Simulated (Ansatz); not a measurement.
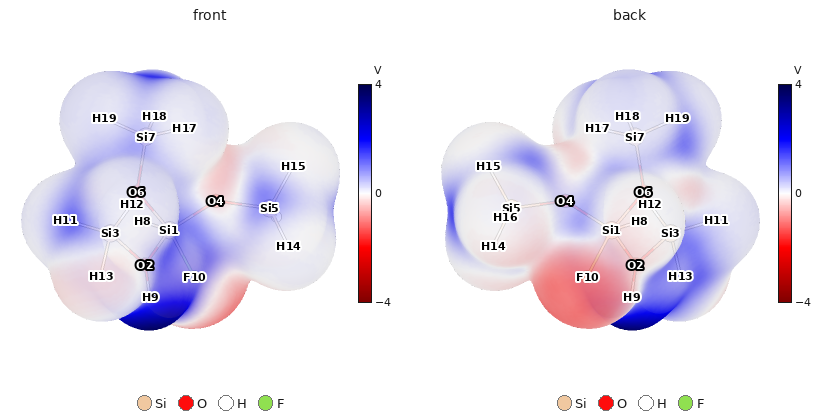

*FH11O3Si4. The molecular electrostatic potential painted on the density surface at 0.002 e/bohr³, seen from the front and from behind; red is negative and blue positive.*

The product side of a reaction path; geometry: PBE0-D4/def2-TZVP; a saddle point, not a minimum.

The calculation used RKS PBE0-D4/def2-TZVPP (Ansatz 0.2.0).

Input

```
crystal:
  periodic: [false, false, false]
  atoms:
    - {symbol: Si, position_ang: [-0.710383, -0.370975, 0.808779]}
    - {symbol: O, position_ang: [-1.652898, 0.920127, 0.007849]}
    - {symbol: Si, position_ang: [-1.478827, 0.911145, -1.762308]}
    - {symbol: O, position_ang: [0.883693, -0.194351, 1.150432]}
    - {symbol: Si, position_ang: [1.749983, 0.210719, 2.491927]}
    - {symbol: O, position_ang: [-0.356965, -0.543765, -0.958241]}
    - {symbol: Si, position_ang: [1.006890, -1.198638, -1.648357]}
    - {symbol: H, position_ang: [-1.323676, -1.703966, 0.912906]}
    - {symbol: H, position_ang: [-2.217883, 1.528298, 0.493487]}
    - {symbol: F, position_ang: [-1.289331, 0.229313, 2.233042]}
    - {symbol: H, position_ang: [-2.212687, -0.129950, -2.513476]}
    - {symbol: H, position_ang: [-0.239880, 1.439554, -2.384689]}
    - {symbol: H, position_ang: [-2.397705, 2.101242, -1.870603]}
    - {symbol: H, position_ang: [1.493270, 1.623184, 2.870324]}
    - {symbol: H, position_ang: [3.181804, 0.049330, 2.138799]}
    - {symbol: H, position_ang: [1.416029, -0.680344, 3.630742]}
    - {symbol: H, position_ang: [2.146942, -0.254072, -1.593607]}
    - {symbol: H, position_ang: [1.335562, -2.458207, -0.941426]}
    - {symbol: H, position_ang: [0.666162, -1.478545, -3.065582]}
basis:
  gaussian: {orbitals: def2-TZVPP}
hamiltonian: {xc: pbe0, dispersion: d4}
output: {orbitals: {seedname: orbitals}}
```

Launched as:

```sh
ansatz run in.yaml --threads 4 --pin off --events-out ev --progress --plain --max-ram 66560MiB --backend cuda --devices 0, --max-vram 37GiB
```

Which sites attract a positive test charge, and which a negative one?

Answer. A positive charge is drawn to the negative regions and a negative charge to the positive ones. The most negative region (about −1.1 V) lies over F10, the most positive (about +3.5 V) over H9.
